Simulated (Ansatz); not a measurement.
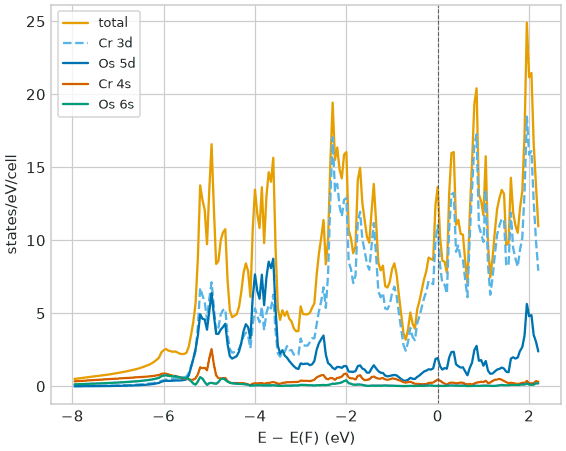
*Total and projected density of states of Cr₃Os (A15 (Cr3Si type), Pm-3n), PBEsol (plane waves, PAW; program Ansatz)*

Task: Which orbitals carry the states next to the Fermi level?

Result: Within 0.5 eV of the Fermi level: Cr 3d 82 %, Os 5d 14 %. Projections are on Löwdin-orthogonalised atomic valence shells; empty p or d shells of many metals are not among them.

Task: Where is the tallest occupied peak in this window, and what makes it?

Result: Near -2.3 eV, about 19 states/eV per cell; the largest projected share is Cr 3d.

The workflow started from an entry of the Crystallography Open Database (COD). Its standing as an ambient phase is unchecked. Symmetry was held in the PBEsol relaxation; its stability against distortions is not shown here. The workflow began spin-polarised and lost its moments. Scalar-relativistic: spin–orbit coupling is off unless named, which matters more the heavier the elements.

Potentials: the later of the program's two PAW sets.
